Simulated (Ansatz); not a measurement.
The reference is ZnO (space group P4_2/mnm, No. 136; a = 5.516 Å, c = 3.240 Å; a cell from a computed database, its experimental status unchecked).

The same geometry is solved again with r2SCAN.

Levels (all Ansatz, a first-principles code, PAW): r2SCAN (500 eV, without spin-orbit coupling); PBEsol (420 eV, no spin-orbit coupling).

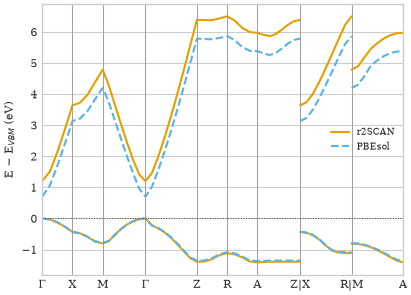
Fig. 1. Highest valence and lowest conduction band along the path, each from its own valence-band maximum

From the figure, how large is the r2SCAN gap, and is it direct?

About 1.2 eV, direct at Γ.

Single points use the geometry relaxed with PBEsol. Stability against distortions was not tested. This is not the structure that ZnO has at room temperature and ambient pressure.
